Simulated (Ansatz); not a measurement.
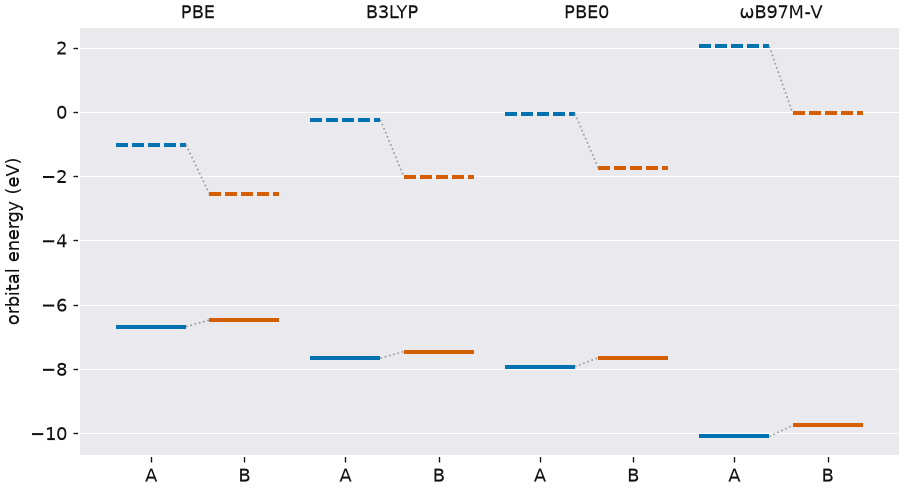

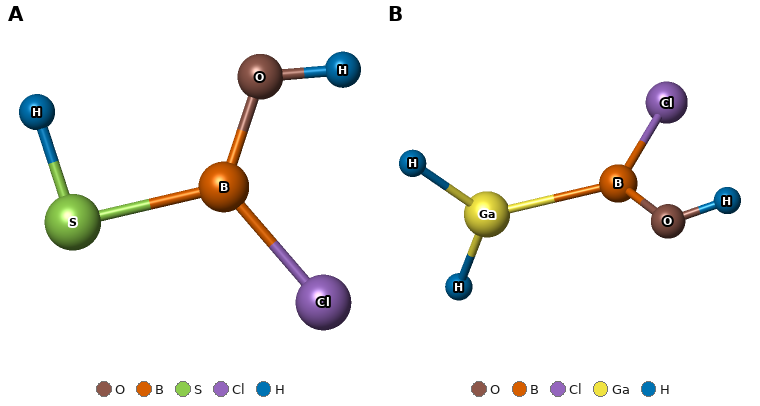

One change: A, BH₂SOCl (SMILES OB(S)Cl), becomes B, GaBH₃OCl (SMILES O[B](Cl)[GaH2]). SH on B is replaced by GaH₂. HOMO (solid) and LUMO (dashed) computed in def2-TZVPP at PBE0-D4/def2-TZVP geometries, both minima by their frequencies, gas phase, the Ansatz code 0.2.0. Empty levels above zero depend strongly on the basis.

Q: What does the change do to HOMO and LUMO?

A: PBE: the HOMO rises by 0.20 eV, the LUMO falls by 1.53 eV, and the separation goes from 5.66 to 3.93 eV. B3LYP: the HOMO rises by 0.21 eV, the LUMO falls by 1.77 eV, and the separation goes from 7.42 to 5.44 eV. PBE0: the HOMO rises by 0.28 eV, the LUMO falls by 1.69 eV, and the separation goes from 7.88 to 5.91 eV. ωB97M-V: the HOMO rises by 0.34 eV, the LUMO falls by 2.07 eV, and the separation goes from 12.14 to 9.73 eV.

Q: Do the functionals agree on the effect?

A: They agree on the direction for both levels; the HOMO shift lies between 0.20 and 0.34 eV and the LUMO shift between −2.07 and −1.53 eV, while the separations themselves differ by up to 6.5 eV between functionals.
